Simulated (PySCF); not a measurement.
```xyz
11

C    -0.4983   -1.1168    0.2273
N     0.7418   -1.1982    0.0497
C     1.4217    0.0016   -0.3673
Si    0.0982    1.3998   -0.4014
C    -1.2834    0.1495    0.0372
H    -1.0205   -2.0153    0.5358
H     1.9099   -0.2152   -1.3199
H     2.2216    0.1969    0.3511
H     0.2733    2.4248    0.6334
H    -1.8178    0.3848    0.9595
H    -2.0411   -0.0092   -0.7313
```

Geometry: GFN2-xTB.

Method: PySCF, UKS B3LYP, pcH-1 on C H N Si, non-relativistic, mean-field spin-orbit, GIAO.

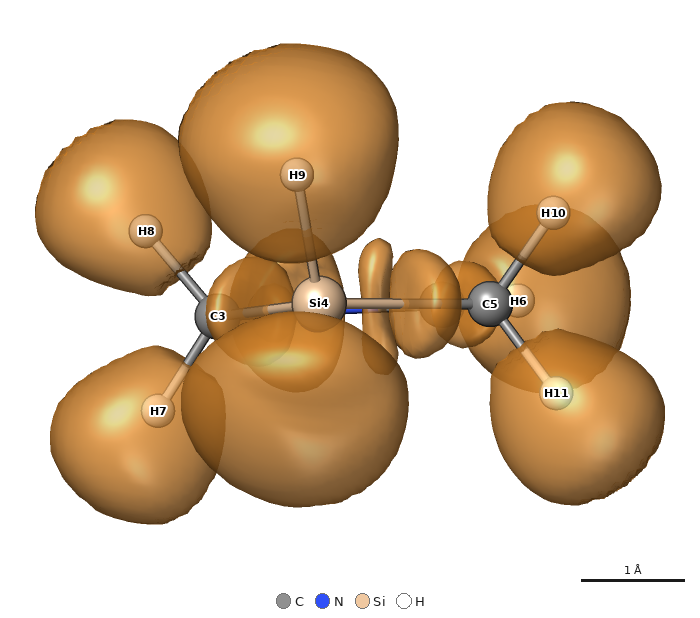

C₃H₆NSi (doublet). Isosurface of the ELF at 0.85 (orange), seen from one side. Only the valence region is drawn (cores and ρ < 0.01 e/Å³ removed).

What do the ELF domains correspond to?

Answer. The ELF exceeds this value in one region between bonded C–C atoms (shared pairs), two regions between bonded C–N atoms (shared pairs), two regions between bonded C–Si atoms (shared pairs), six regions around hydrogen nuclei, one lobe on N, pointing away from the bonds (non-bonding electrons) and one lobe on Si, pointing away from the bonds (non-bonding electrons).

Values along the shortest contacts:
C–N (1.26 Å): the ELF peaks at about 0.90 between the atoms (a short, multiple covalent bond). C–C (1.50 Å): the ELF peaks at about 0.95 between the atoms, as expected for a covalent bond.
